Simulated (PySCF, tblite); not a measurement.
**C7H11FSSi: geometry, infrared bands and NMR shifts**

Wanted: the infrared bands and NMR shifts of C7H11FSSi (`CCCc1cc([SiH3])sc1F`), by calculation.

Programs: tblite 0.8.0 and PySCF 2.14.0, with density-fitted response routines of our own. Each step states its level of theory. These are calculated values for one molecule in the gas phase, unless marked as measured. Atoms are numbered from 0 throughout.

## 1. Starting geometry

21 atoms, charge 0, multiplicity 1; geometry from: force field or distance geometry start.

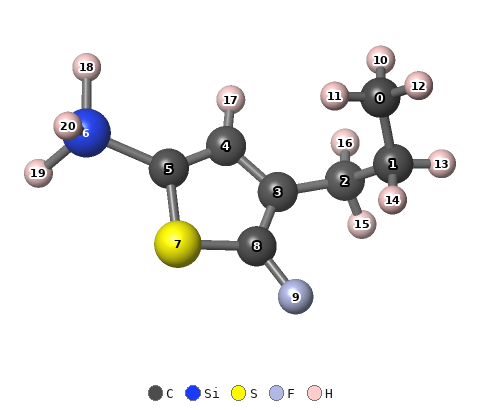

The starting geometry (carbon dark grey, silicon blue, sulfur yellow, fluorine light blue, hydrogen pink), atoms numbered.

## 2. Geometry optimisation with GFN2-xTB

The job: settings as JSON, then the geometry in Å.

```
{"job": {"kind": "relax", "xc": "GFN2-xTB", "basis": "xTB"}, "charge": 0, "multiplicity": 1}
C     -2.194100     0.635400     1.418400
C     -2.522900    -0.152400     0.150200
C     -1.420100    -1.173600    -0.198900
C     -0.141100    -0.531900    -0.647000
C      1.037900    -0.434100     0.181900
C      2.087400     0.194900    -0.476900
Si     3.833900     0.627700     0.037400
S      1.648600     0.651500    -2.071000
C      0.093200     0.008400    -1.876600
F     -0.850200     0.042000    -2.839100
H     -2.022200    -0.029100     2.267000
H     -1.327300     1.271800     1.283800
H     -3.051700     1.288700     1.684500
H     -3.453500    -0.699900     0.317400
H     -2.692200     0.545200    -0.670100
H     -1.801300    -1.806400    -1.003700
H     -1.246000    -1.834000     0.652600
H      1.103900    -0.804500     1.193800
H      4.050300     0.171200     1.444700
H      4.820300    -0.054900    -0.835100
H      4.038000     2.100900    -0.013700
```

Started as:

```sh
$ OMP_NUM_THREADS=1 python probes_run.py task.json out
```

This one command runs all jobs of the session in turn.

**Question.** This job is followed by: GFN2-xTB harmonic vibrations, gas phase; GIAO PBE0/pcSseg-1 NMR shielding, non-relativistic, gas phase. What will the session give for the following? strongest single infrared mode (GFN2-xTB); zero-point energy (GFN2-xTB); 13C shifts against TMS (PBE0/pcSseg-1); 1H shifts against TMS (PBE0/pcSseg-1, means over atoms taken as alike); 29Si shifts against TMS (PBE0/pcSseg-1); 33S shifts against CS2 (PBE0/pcSseg-1); 19F shifts against CFCl3 (PBE0/pcSseg-1); surface potential, least and greatest.

The runs gave:

| quantity | value |
| --- | --- |
| strongest single infrared mode (GFN2-xTB) | 787 cm⁻¹, 457 km/mol |
| zero-point energy (GFN2-xTB) | 97.3 kcal/mol |
| 13C shifts against TMS (PBE0/pcSseg-1) | 180.3, 143.9, 128.0, 122.0, 31.5, 27.7, 14.9 ppm |
| 1H shifts against TMS (PBE0/pcSseg-1, means over atoms taken as alike) | 6.94, 4.57, 2.69, 1.58, 0.85 ppm |
| 29Si shifts against TMS (PBE0/pcSseg-1) | -76.8 ppm |
| 33S shifts against CS2 (PBE0/pcSseg-1) | 223 ppm |
| 19F shifts against CFCl3 (PBE0/pcSseg-1) | -131.4 ppm |
| surface potential, least and greatest | -0.54 V and 1.11 V |

Over 83 steps the energy fell by 0.152 eV; of the close pairs, Si6–H18 changed most, 1.495 to 1.462 Å. All 57 modes are real, so the xTB geometry is a minimum. The strongest single mode, at 787 cm⁻¹, is carried by H20, H19, H18. Unscaled tight-binding wavenumbers are off by several per cent, some by more. Its intensities can rank the bands wrongly. At PBE0/pcSseg-1: Shielding is most anisotropic at S7 (span 233 ppm, paramagnetic term -777 ppm). NICS(1)zz of -22 ppm above the planar ring from C3 marks a diatropic (aromatic) ring current. By nearest atom (PBE0/pcSseg-1), the HOMO sits on C5, C8 about 27 % each; C3 17 % and the LUMO on C5, C8 about 21 % each; S7 17 %.
